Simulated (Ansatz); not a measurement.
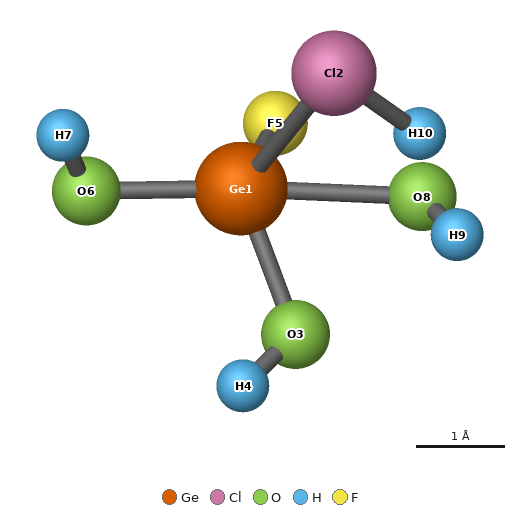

Figure 1. The starting structure (ball-and-stick view, seen at a tilt; atoms are numbered from 1 in the order of the input). Sticks mark near contacts. Bond lengths as drawn: Cl–Ge 2.57 Å, Cl–H 1.59 Å, F–Ge 1.68 Å, Ge–O 1.77 to 2.07 Å and H–O 1.01 Å.

# GeH₄ClO₃F: geometry relaxation (part 1 of 2)

The run: geometry relaxation of GeH₄ClO₃F. Method and program: RKS B3LYP-D4/def2-SVP (Ansatz 0.2.0).

The input holds or restrains some coordinates. It belongs to a series of runs on one base structure; here: pulled along the bonds that form and break, towards end B. Figures and captions count atoms from 1; the log counts them from 0 in places.

**The program's output**
```
The last accepted step is kept in [file] (removed where the run ends without a failure and the disk answers)
Engine: ansatz 0.2.0, aarch64-unknown-linux-gnu
Functional definition: B3LYP
  parameter a0 = 0.2
  parameter ax = 0.72
  parameter ac = 0.81
  exchange = (1 - a0 - ax)*slater_x + ax*b88_x + a0*exact_x
  correlation = (1 - ac)*vwn_rpa_c + ac*lyp_c
1288 factors; integrals over basis functions are off by at most 3.4e-4 eV
mean field evaluation 1: about -77932.8676 eV, gradient 9.1e1 eV
mean field evaluation 2: about -77854.8123 eV, gradient 2.0e2 eV
mean field evaluation 4: about -77947.1944 eV, gradient 1.2e1 eV
mean field evaluation 8: about -77947.4464 eV, gradient 1.4e-1 eV
mean field evaluation 16: about -77947.4675 eV, gradient 1.6e-4 eV
mean field -77947.46746309 eV, -2864.5165945776 hartree, gradient 4.6e-5 eV, S^2 0.000000; 0 other end points of the search recorded, 0 dependent functions left out
the calculation of the forces begins
reference -77947.46769683 eV, -2864.5166031671 hartree; 43, 43 occupied and 83, 83 virtual orbitals, 1288 factors
relax step   1: F+E_penalty+E_count = -77947.85276282 eV  Δ(F+E_penalty+E_count) = +0.000e0 eV  max|allowed force component| = 6.510e0 eV/Å  E_restraint = 25.43995718 eV  max|allowed force component, restraints' pulls added| = 2.591e1 eV/Å  Δτ_max = 0.0000 Å  (30 SCF iters, accepted)
  distance Ge 0 - O 7 = 2.0700 Å
  distance H 9 - Cl 1 = 1.5919 Å
  distance Ge 0 - Cl 1 = 2.5700 Å
  distance H 9 - O 7 = 1.2966 Å
these checks for a lower state are left out or cut short: starts, cluster_reference, orbital_swaps, neighbouring_geometries, increment
1288 factors; integrals over basis functions are off by at most 3.8e-4 eV
mean field -77947.17440007 eV, -2864.5058247101 hartree, gradient 1.1e-5 eV, S^2 0.000000; 0 other end points of the search recorded, 0 dependent functions left out
[... from here on the field's lines of each further geometry are left out, up to the last ...]
relax step   2: F+E_penalty+E_count = -77947.55548715 eV  Δ(F+E_penalty+E_count) = +2.973e-1 eV  max|allowed force component| = 5.617e0 eV/Å  E_restraint = 11.17958205 eV  max|allowed force component, restraints' pulls added| = 1.893e1 eV/Å  Δτ_max = 0.1942 Å  (38 SCF iters, accepted)
relax step   3: F+E_penalty+E_count = -77947.59805720 eV  Δ(F+E_penalty+E_count) = -4.257e-2 eV  max|allowed force component| = 5.222e0 eV/Å  E_restraint = 3.41498277 eV  max|allowed force component, restraints' pulls added| = 9.911e0 eV/Å  Δτ_max = 0.1948 Å  (38 SCF iters, accepted)
relax step   4: F+E_penalty+E_count = -77948.58415558 eV  Δ(F+E_penalty+E_count) = -9.861e-1 eV  max|allowed force component| = 3.097e0 eV/Å  E_restraint = 0.42385726 eV  max|allowed force component, restraints' pulls added| = 3.145e0 eV/Å  Δτ_max = 0.1967 Å  (32 SCF iters, accepted)
relax step   5: F+E_penalty+E_count = -77949.72188872 eV  Δ(F+E_penalty+E_count) = -1.138e0 eV  max|allowed force component| = 2.258e0 eV/Å  E_restraint = 0.04909392 eV  max|allowed force component, restraints' pulls added| = 1.120e0 eV/Å  Δτ_max = 0.1944 Å  (36 SCF iters, accepted)
relax step   6: F+E_penalty+E_count = -77950.18808994 eV  Δ(F+E_penalty+E_count) = -4.662e-1 eV  max|allowed force component| = 1.358e0 eV/Å  E_restraint = 0.00977090 eV  max|allowed force component, restraints' pulls added| = 1.173e0 eV/Å  Δτ_max = 0.1924 Å  (35 SCF iters, accepted)
relax step   7: F+E_penalty+E_count = -77950.53717961 eV  Δ(F+E_penalty+E_count) = -3.491e-1 eV  max|allowed force component| = 1.476e0 eV/Å  E_restraint = 0.00668063 eV  max|allowed force component, restraints' pulls added| = 1.240e0 eV/Å  Δτ_max = 0.1948 Å  (29 SCF iters, accepted)
relax step   8: F+E_penalty+E_count = -77950.79977196 eV  Δ(F+E_penalty+E_count) = -2.626e-1 eV  max|allowed force component| = 1.193e0 eV/Å  E_restraint = 0.01478144 eV  max|allowed force component, restraints' pulls added| = 6.461e-1 eV/Å  Δτ_max = 0.1950 Å  (29 SCF iters, accepted)
relax step   9: F+E_penalty+E_count = -77950.92419593 eV  Δ(F+E_penalty+E_count) = -1.244e-1 eV  max|allowed force component| = 9.838e-1 eV/Å  E_restraint = 0.02788028 eV  max|allowed force component, restraints' pulls added| = 4.269e-1 eV/Å  Δτ_max = 0.1936 Å  (29 SCF iters, accepted)
relax step  10: F+E_penalty+E_count = -77950.97074099 eV  Δ(F+E_penalty+E_count) = -4.655e-2 eV  max|allowed force component| = 1.010e0 eV/Å  E_restraint = 0.03263379 eV  max|allowed force component, restraints' pulls added| = 3.197e-1 eV/Å  Δτ_max = 0.1950 Å  (30 SCF iters, accepted)
relax step  11: F+E_penalty+E_count = -77950.99544202 eV  Δ(F+E_penalty+E_count) = -2.470e-2 eV  max|allowed force component| = 1.181e0 eV/Å  E_restraint = 0.02296784 eV  max|allowed force component, restraints' pulls added| = 6.052e-1 eV/Å  Δτ_max = 0.1952 Å  (29 SCF iters, accepted)
relax step  12: F+E_penalty+E_count = -77951.03188003 eV  Δ(F+E_penalty+E_count) = -3.644e-2 eV  max|allowed force component| = 1.183e0 eV/Å  E_restraint = 0.02307172 eV  max|allowed force component, restraints' pulls added| = 7.181e-1 eV/Å  Δτ_max = 0.1951 Å  (29 SCF iters, accepted)
relax step  13: F+E_penalty+E_count = -77951.07762144 eV  Δ(F+E_penalty+E_count) = -4.574e-2 eV  max|allowed force component| = 1.072e0 eV/Å  E_restraint = 0.02080139 eV  max|allowed force component, restraints' pulls added| = 5.598e-1 eV/Å  Δτ_max = 0.1957 Å  (30 SCF iters, accepted)
relax step  14: F+E_penalty+E_count = -77951.13000219 eV  Δ(F+E_penalty+E_count) = -5.238e-2 eV  max|allowed force component| = 8.794e-1 eV/Å  E_restraint = 0.02195552 eV  max|allowed force component, restraints' pulls added| = 3.052e-1 eV/Å  Δτ_max = 0.2000 Å  (28 SCF iters, accepted)
relax step  15: F+E_penalty+E_count = -77951.15763721 eV  Δ(F+E_penalty+E_count) = -2.764e-2 eV  max|allowed force component| = 7.194e-1 eV/Å  E_restraint = 0.02187173 eV  max|allowed force component, restraints' pulls added| = 1.417e-1 eV/Å  Δτ_max = 0.1362 Å  (30 SCF iters, accepted)
relax step  16: F+E_penalty+E_count = -77951.14058563 eV  Δ(F+E_penalty+E_count) = +1.705e-2 eV  max|allowed force component| = 1.365e0 eV/Å  E_restraint = 0.00640390 eV  max|allowed force component, restraints' pulls added| = 1.421e0 eV/Å  Δτ_max = 0.1918 Å  (29 SCF iters, rejected (line search))
relax step  17: F+E_penalty+E_count = -77951.16073210 eV  Δ(F+E_penalty+E_count) = -3.095e-3 eV  max|allowed force component| = 9.010e-1 eV/Å  E_restraint = 0.01346503 eV  max|allowed force component, restraints' pulls added| = 3.794e-1 eV/Å  Δτ_max = 0.0937 Å  (29 SCF iters, accepted)
the calculation of the forces begins
reference -77950.80270788 eV, -2864.6391625628 hartree; 43, 43 occupied and 83, 83 virtual orbitals, 1287 factors
relax step  18: F+E_penalty+E_count = -77951.17734441 eV  Δ(F+E_penalty+E_count) = -1.661e-2 eV  max|allowed force component| = 7.995e-1 eV/Å  E_restraint = 0.01932951 eV  max|allowed force component, restraints' pulls added| = 5.679e-2 eV/Å  Δτ_max = 0.1000 Å  (29 SCF iters, accepted)
```

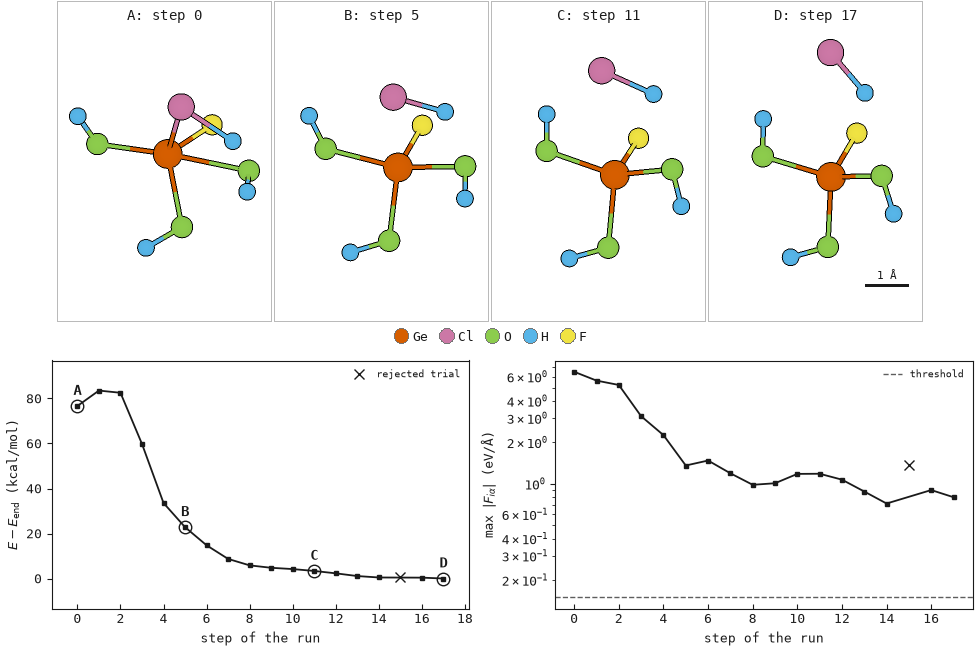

Figure 2. Frames of the restrained relaxation (ball-and-stick view, seen at a tilt) above the curves, on which the letters mark them (the first geometry is step 0 here and step 1 in the log).

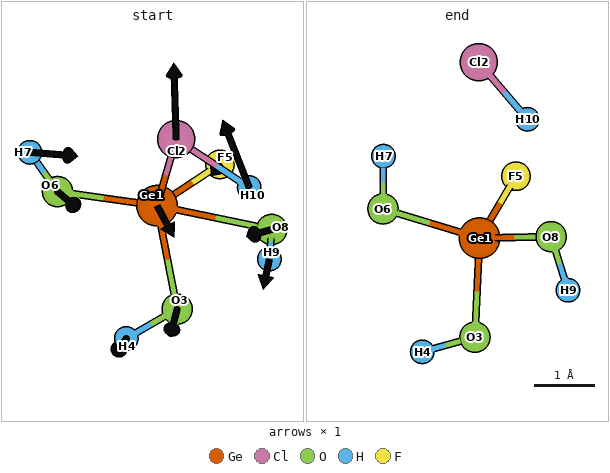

Figure 3. Before (left) and after (right) the restrained relaxation, at one scale (ball-and-stick view, seen at a tilt). The black arrows give the displacements, at true length. The energy falls by 76.7 kcal/mol in 17 geometry steps. The largest force component goes from 6.5 to 0.8 eV/Å. The line search rejected the trial step at point 15 (counted from 0) and went back. The atom that moves furthest after the best rigid fit is Cl2 (1.41 Å). By element the largest moves are Cl 1.41 Å, H 1.33 Å, O 1.07 Å, Ge 0.62 Å, F 0.30 Å. Among the contacts that change: Ge1–Cl2 2.570 → 3.428 Å, Ge1–O8 2.070 → 1.770 Å, Cl2–H10 1.592 → 1.336 Å, Ge1–F5 1.679 → 1.728 Å. Bonds break: Ge1–Cl2 (2.57 → 3.43 Å). Among the angles that change: O6–Ge1–O8 176.5° → 115.4°, O3–Ge1–O8 67.1° → 106.3°, F5–Ge1–O8 72.9° → 106.2°. (Atoms are counted from 1 in the order of the input.)

```
  distance Ge 0 - O 7 = 1.7702 Å
  distance H 9 - Cl 1 = 1.3360 Å
  distance Ge 0 - Cl 1 = 3.4284 Å
  distance H 9 - O 7 = 2.2023 Å
1287 factors; integrals over basis functions are off by at most 8.1e-4 eV
mean field -77950.80247018 eV, -2864.6391538274 hartree, gradient 2.5e-5 eV, S^2 0.000000; 1 other end points of the search recorded, 0 dependent functions left out
the calculation of the forces begins
reference -77950.80270788 eV, -2864.6391625628 hartree; 43, 43 occupied and 83, 83 virtual orbitals, 1287 factors
Total energy: -77951.17758211 eV, -2864.6529389366 hartree
Atom 0 at     0.505093     0.167386    -0.237309 Å, force     0.186124    -0.038679    -0.172747 eV/Å
Atom 1 at    -1.291397     0.278480     2.680613 Å, force     0.797657     0.516385     0.207202 eV/Å
Atom 2 at     1.691005    -0.031824    -1.517929 Å, force    -0.009966     0.008216     0.015885 eV/Å
Atom 3 at     1.618816    -0.889213    -1.960058 Å, force    -0.009760     0.003945    -0.008998 eV/Å
Atom 4 at    -0.860773     1.055002    -0.812938 Å, force    -0.029667     0.006613     0.005586 eV/Å
Atom 5 at     0.014824    -1.425586     0.299183 Å, force    -0.010088     0.013411     0.005165 eV/Å
Atom 6 at    -0.576688    -1.365205     1.067403 Å, force     0.008334    -0.001784    -0.009178 eV/Å
Atom 7 at     1.270294     1.180734     0.996090 Å, force    -0.145258    -0.035990     0.146196 eV/Å
Atom 8 at     2.206895     1.320987     0.797299 Å, force     0.012165     0.007699     0.003835 eV/Å
Atom 9 at    -0.111868     0.905739     2.688446 Å, force    -0.799541    -0.479815    -0.192944 eV/Å
Dipole moment:     0.423540    -0.168040     0.190594 e Å
```

**Trajectory as extended XYZ (Å, eV, eV/Å), 18 frames, from step=1 to step=18**
```
10
Properties=species:S:1:pos:R:3:forces:R:3 step=1 energy=-77947.85276
Ge    0.0000    0.0000    0.0000    2.5764   0.9916   0.5761
Cl    0.0000    0.0000    2.5700   -0.5470  -0.9502  -0.4902
O     1.6691    0.0000   -0.5894    0.9742  -4.7717  -1.3102
H     1.9855   -0.9521   -0.7061   -0.3528   1.4540  -0.3929
F    -0.7913    1.3709   -0.5594   -2.3689   0.5838  -1.1505
O    -0.8337   -1.4443   -0.5894   -0.7860  -0.6952   2.1227
H    -1.2883   -1.9100    0.1830    0.6443   0.6672  -1.4665
O     1.0856    1.6372    0.6527    0.4786   0.3776   6.5101
H     1.8625    1.3234    1.2167    0.5246   0.6638  -2.4610
H     0.7768    1.1714    1.8227   -1.1436   1.6791  -1.9377
10
Properties=species:S:1:pos:R:3:forces:R:3 step=2 energy=-77947.55549
Ge    0.0519    0.0552   -0.1413    1.8148   0.8806   1.2061
Cl    0.0101    0.0140    2.7613    0.4251   0.5175  -0.9006
O     1.7073   -0.0339   -0.6248    1.4325  -3.6566  -1.7783
H     1.9893   -0.9619   -0.7153    0.2306  -0.0500  -0.6256
F    -0.8287    1.3973   -0.5897   -2.6741   0.8002  -1.5140
O    -0.8335   -1.4417   -0.5789    0.0046   0.2341   1.4474
H    -1.2820   -1.9004    0.1783    0.4382   0.5851  -0.7855
O     1.0955    1.6318    0.5549    0.2510   0.2060   5.6172
H     1.8595    1.3361    1.1715   -0.7114   0.6228  -2.3326
H     0.6968    1.1000    1.9846   -1.2114  -0.1398  -0.3342
10
Properties=species:S:1:pos:R:3:forces:R:3 step=3 energy=-77947.59806
Ge    0.1054    0.1189   -0.2388    0.6827   0.4618   1.6127
Cl    0.0177    0.0284    2.8900    0.5246   0.7012  -0.6986
O     1.7387   -0.0717   -0.6589    2.0242  -2.6669  -2.0633
H     1.9971   -0.9814   -0.7271    0.5551  -1.3901  -0.7329
F    -0.8700    1.4132   -0.6161   -2.8212   0.8575  -1.6895
O    -0.8220   -1.4242   -0.5619    0.6255   0.9358   0.9252
H    -1.2767   -1.8912    0.1743    0.3657   0.6370  -0.3716
O     1.1079    1.6287    0.4485    0.3349   0.3305   5.2216
H     1.8350    1.3458    1.1361   -1.3289   0.6926  -2.5356
H     0.6331    1.0300    2.1549   -0.9626  -0.5593   0.3320
10
Properties=species:S:1:pos:R:3:forces:R:3 step=4 energy=-77948.58416
Ge    0.1650    0.2077   -0.2903    0.2143  -0.1339   0.9721
Cl    0.0080    0.0153    3.0322    0.2205   0.2199  -0.2956
O     1.7936   -0.1380   -0.7344    1.2637  -1.9799  -1.4035
H     2.0206   -1.0673   -0.7629    0.0951  -0.7940  -0.5564
F    -0.9472    1.4194   -0.6801   -1.7623   0.2233  -1.3088
O    -0.7788   -1.3674   -0.5355    0.8240   1.0644   0.7315
H    -1.2587   -1.8554    0.1692    0.4249   0.8028  -0.2589
O     1.0958    1.6357    0.4121   -0.7566   0.5839   3.0972
H     1.7906    1.3650    1.0532   -0.0731   0.1278  -1.1117
H     0.5772    0.9816    2.3372   -0.4507  -0.1143   0.1342
```
